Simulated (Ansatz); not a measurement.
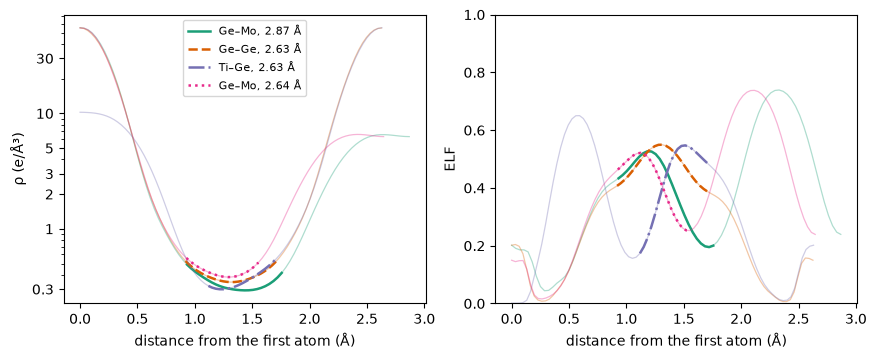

Figure. Ti3Ge8Mo. Valence charge density (pseudo) and electron localisation function along straight lines between neighbouring atoms. Thin, pale parts lie inside the atomic spheres.

Space group C222; a structure generated by program, which may or may not match a known phase; computed without spin polarisation.

All numbers below come from DFT PBE, scalar-relativistic, plane waves, PAW (Ansatz 0.2.0).

In a PAW calculation such maps are meaningful between the atoms, not at the nuclei.

**Compare the contacts.**

Ge–Mo (2.87 Å): the density is about 0.29 e/Å³ at the midpoint; the ELF is about 0.40 at the midpoint.
Ge–Ge (2.63 Å): the density is about 0.35 e/Å³ at the midpoint; the ELF reaches about 0.55 near the midpoint.
Ti–Ge (2.63 Å): ρ at the midpoint is about 0.31 e/Å³; the ELF is about 0.40 at the midpoint.
Ge–Mo (2.64 Å): the density is about 0.38 e/Å³ at the midpoint; the ELF is about 0.40 at the midpoint.
